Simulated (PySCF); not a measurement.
**CH6BO− (SMILES [BH3-]OC): levels of theory compared**

Wanted: a comparison of 5 runs (HF/STO-3G, HF/def2-SVP, B3LYP/6-31G*, BLYP/cc-pVDZ, PBE0/def2-SVP) of CH6BO−. The job is set up through a Python script.

The calculation is run with PySCF 2.14.0.

## (1) The system as given

CH6BO−: 9 atoms, total charge -1, spin state singlet. SMILES: `[BH3-]OC`. The shape is that of a GFN2-xTB optimisation.

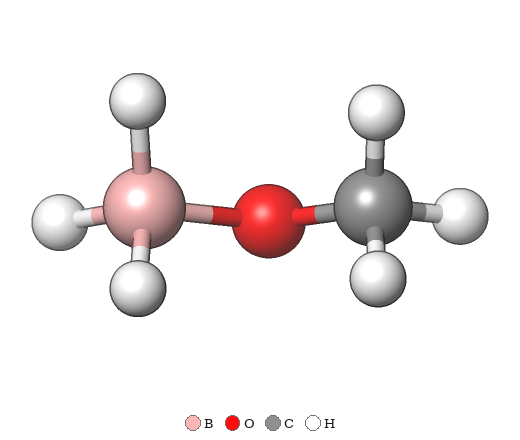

The structure, seen from a chosen angle (boron pink, oxygen red, carbon grey, hydrogen white).

## (2) Energy and forces at HF/STO-3G (run 1)

job.py

```python
from pyscf import gto

mol = gto.Mole()
mol.atom = [
    ('B', (-0.335190, 0.879340, -0.769230)),
    ('O', (0.511340, -0.369660, -0.577090)),
    ('C', (0.396370, -0.907230, 0.670070)),
    ('H', (-1.527600, 0.615420, -0.587660)),
    ('H', (-0.147440, 1.253920, -1.906420)),
    ('H', (0.005640, 1.749480, 0.038690)),
    ('H', (-0.642260, -1.221920, 0.908580)),
    ('H', (1.043530, -1.799720, 0.750960)),
    ('H', (0.695610, -0.199630, 1.472080)),
]
mol.verbose = 4
mol.charge = -1
mol.max_memory = 1860
mol.basis = 'sto-3g'
mol.build()

mf = mol.RHF()
mf.conv_tol = 1e-10
mf.kernel()
if not mf.converged:
    mf = mf.newton().run(mf.mo_coeff, mf.mo_occ)

e_tot = mf.e_tot
print('E = %.10f Eh' % e_tot)
grad = mf.nuc_grad_method().kernel()
mf.analyze()
```

Command:

```bash
$ OMP_NUM_THREADS=1 python job.py
```

The log of the run:

```text
PySCF version 2.14.0

[... 77 lines left out ...]
One-electron Energy =                 -346.127949917791057
[... 5 lines left out ...]
MO #1   energy= -19.9146134770446  occ= 2
[... 3 lines left out ...]
MO #5   energy= -0.636856494339469 occ= 2
[... 3 lines left out ...]
MO #9   energy= -0.235143979345554 occ= 2
[... 3 lines left out ...]
MO #13  energy= -0.028213206898908 occ= 2
[... 3 lines left out ...]
MO #17  energy= 0.942272012438693  occ= 0
[... 3 lines left out ...]
MO #21  energy= 1.13676309043991   occ= 0
[... 34 lines left out ...]
WARN: System has nonzero charge -1; the dipole moment is origin-dependent.
Location of origin: [0. 0. 0.]

Dipole moment(X, Y, Z, Debye):  0.64074, -2.80298,  3.48997
```

It took 2.8 s on 1 thread of Intel Xeon at 2.50GHz (Skylake/Cascade Lake), shared host; peak memory 0.12 GiB.

## (3) Energy and gradient at HF/def2-SVP (run 2)

start.xyz

```xyz
9

B     -0.335190     0.879340    -0.769230
O      0.511340    -0.369660    -0.577090
C      0.396370    -0.907230     0.670070
H     -1.527600     0.615420    -0.587660
H     -0.147440     1.253920    -1.906420
H      0.005640     1.749480     0.038690
H     -0.642260    -1.221920     0.908580
H      1.043530    -1.799720     0.750960
H      0.695610    -0.199630     1.472080
```

calc.py

```python
import pyscf.grad
from pyscf import gto

mol = gto.M(
    atom='start.xyz',
    verbose=3,
    basis='def2-svp',
    spin=0,
    max_memory=1860,
    charge=-1,
)

mf = mol.RHF()
mf.conv_tol = 1e-10
mf.kernel()
if not mf.converged:
    mf = mf.newton().run(mf.mo_coeff, mf.mo_occ)

energy = mf.e_tot
print('E = %.10f Eh' % energy)
grad = mf.Gradients().kernel()
mf.analyze()
```

Command:

```bash
$ OMP_NUM_THREADS=1 python calc.py
```

The log of the run:

```text
converged SCF energy = -140.792180447736
[... 18 lines left out ...]
MO #9   energy= -0.351769237363875 occ= 2
[... 8 lines left out ...]
MO #18  energy= 0.503535161463695  occ= 0
[... 8 lines left out ...]
MO #27  energy= 0.93081252224942   occ= 0
[... 8 lines left out ...]
MO #36  energy= 1.40529287384534   occ= 0
[... 8 lines left out ...]
MO #45  energy= 1.98405674273495   occ= 0
[... 8 lines left out ...]
MO #54  energy= 2.35824298831603   occ= 0
[... 8 lines left out ...]
MO #63  energy= 3.07975369130197   occ= 0
[... 8 lines left out ...]
MO #72  energy= 4.091162099211     occ= 0
[... 11 lines left out ...]
WARN: System has nonzero charge -1; the dipole moment is origin-dependent.
Location of origin: [0. 0. 0.]

Dipole moment(X, Y, Z, Debye):  0.62395, -2.90661,  3.71721
```

Run time: 12 s. Hardware: 1 thread of Intel Xeon at 2.50GHz (Skylake/Cascade Lake), shared host; peak memory 0.14 GiB.

Runs 3 to 4 aren't shown in full; the table further down has their settings and results.

## (4) Energy and forces at PBE0/def2-SVP (run 5)

Changes to start.xyz since step 3:

```diff
@@ -1,3 +1,3 @@
 9
-
+CH6BO
 B     -0.335190     0.879340    -0.769230
```

input.py

```python
import pyscf.grad
from pyscf import gto, dft

system = gto.Mole()
system.atom = 'start.xyz'
system.charge = -1
system.verbose = 4
system.max_memory = 1860
system.basis = 'def2-svp'
system.build()

mf = dft.RKS(system, xc='pbe0')
mf.conv_tol = 1e-10
mf.grids.level = 5
mf.kernel()
if not mf.converged:
    mf = mf.newton().run(mf.mo_coeff, mf.mo_occ)

energy = mf.e_tot
print('E = %.10f Eh' % energy)
grad = mf.Gradients().kernel()
mf.analyze()
```

Command:

```bash
$ OMP_NUM_THREADS=1 python input.py
```

The log of the run:

```text
PySCF version 2.14.0

[... 100 lines left out ...]
MO #2   energy= -10.0786502320748  occ= 2
[... 9 lines left out ...]
MO #12  energy= -0.059057558348218 occ= 2
[... 9 lines left out ...]
MO #22  energy= 0.49725262311594   occ= 0
[... 9 lines left out ...]
MO #32  energy= 0.89397822215115   occ= 0
[... 9 lines left out ...]
MO #42  energy= 1.61014325889574   occ= 0
[... 9 lines left out ...]
MO #52  energy= 1.9913206433652    occ= 0
[... 9 lines left out ...]
MO #62  energy= 2.7243813780523    occ= 0
[... 9 lines left out ...]
MO #72  energy= 3.69698066788008   occ= 0
[... 85 lines left out ...]
WARN: System has nonzero charge -1; the dipole moment is origin-dependent.
Location of origin: [0. 0. 0.]

Dipole moment(X, Y, Z, Debye):  0.70064, -2.83634,  3.40729
```

Wall time 50 s (1 thread of Intel Xeon at 2.50GHz (Skylake/Cascade Lake), shared host); peak memory 0.72 GiB.

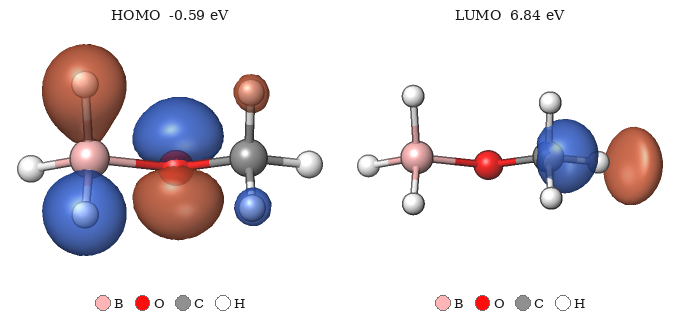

Frontier orbitals of this run, surfaces at ±0.2 Å^-3/2.

## (5) The series

```
run                               level  integration grid  energy (Eh)  HOMO energy (eV)  LUMO energy (eV)  HOMO–LUMO gap (eV)  wall time
  1                           HF/STO-3G                 –  -139.004838             -0.77             23.54               24.31      2.8 s
  2                         HF/def2-SVP                 –  -140.792180             -4.32              9.68               14.00       12 s
  3  B3LYP/6-31G* (spherical functions)                 5  -141.808577             -0.06              7.89                7.94       33 s
  4                        BLYP/cc-pVDZ                 5  -141.736838              1.08              6.05                4.97       47 s
  5                       PBE0/def2-SVP                 5  -141.530398             -0.59              6.84                7.43       50 s
```

## (6) What came out

```
                                                    quantity          value
                                         run 5: total energy  -141.53040 Eh
                                          run 5: HOMO energy       -0.59 eV
                                          run 5: LUMO energy        6.84 eV
run 5: HOMO–LUMO gap (to an unbound level, set by the basis)        7.43 eV
                             run 5: largest force on an atom     1.295 eV/Å
```

In words: The HOMO–LUMO gap runs from 4.97 eV (BLYP/cc-pVDZ) to 24.31 eV (HF/STO-3G). The two ends differ in method and basis. The empty levels of an anion lie above zero and hang on the basis. Totals of different functionals can't be ranked against each other. In run 4 the HOMO lies above zero, so the outermost electron may be held by the basis alone. In run 1 the basis is minimal, so the values are rough. All runs together took 2.4 min, the longest 50 s.
